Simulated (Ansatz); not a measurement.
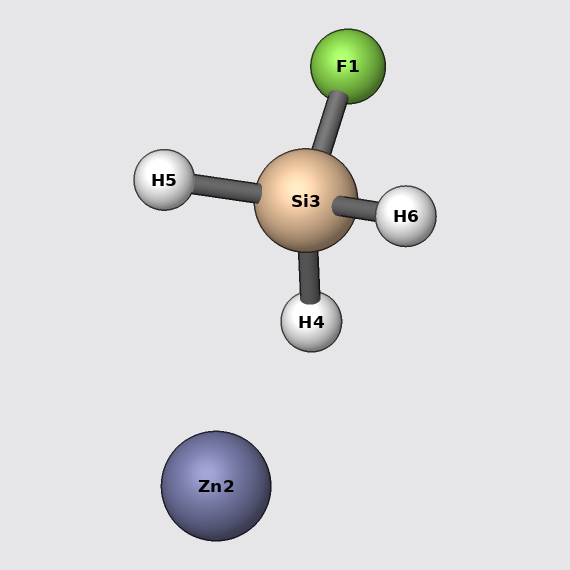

The questions are on Mulliken charges. The geometry was computed by an optimisation with PBE0-D4/def2-TZVP. No frequency run is at hand to confirm it as a minimum. Level of theory: RKS PBE0-D4/def2-TZVP (Ansatz 0.2.0).

Give the Mulliken charges atom by atom.

```csv
atom,value (e)
F1,−0.31
Zn2,0.04
Si3,0.33
H4,−0.02
H5,−0.02
H6,−0.02
```

Mulliken values depend strongly on the basis set and can even reverse the polarity of a bond.
